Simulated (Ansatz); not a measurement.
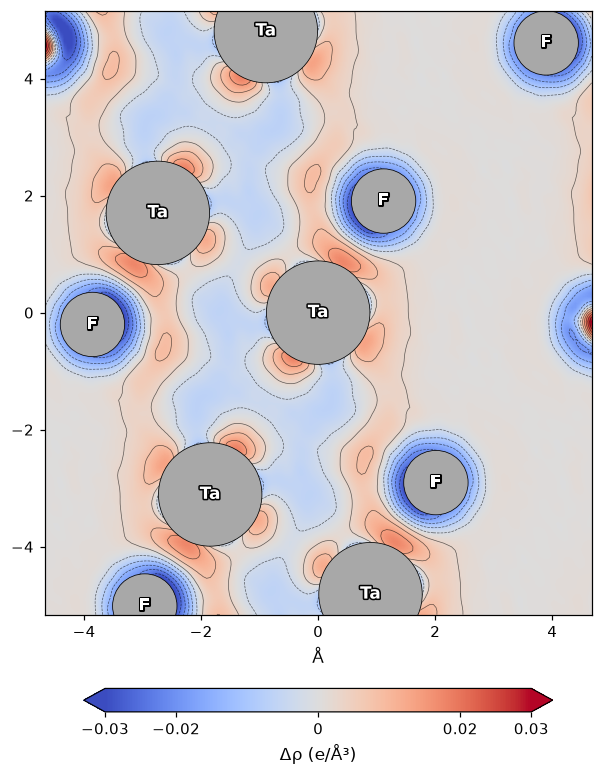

TaF. Difference of the valence pseudo-densities of two functionals at the same geometry, on the (11̄0) plane of the calculation cell: one of PBE and r2SCAN less the other.

Both computed with Ansatz (plane waves, PAW), on the same k-point mesh. Grey discs cover the atomic cores.

```
CELL_PARAMETERS angstrom
2.44678 -1.52957 0.00961
2.44678 1.52957 0.00961
-1.61315 0.00000 8.49506
ATOMIC_POSITIONS crystal
Ta 0.82287 0.82287 0.14011
Ta 0.17713 0.17713 0.85989
F 0.21913 0.21913 0.31031
F 0.78087 0.78087 0.68969
```

> Which was subtracted from which, and what does the map show?

It is PBE less r2SCAN. Against r2SCAN, PBE gives more density around Ta (+0.005 e/Å³ on average at 1.2 Å from the nucleus), less density around F (−0.013 e/Å³ on average at 0.7 Å from the nucleus) and a change of +0.014 e/Å³ at the midpoint of Ta–F.
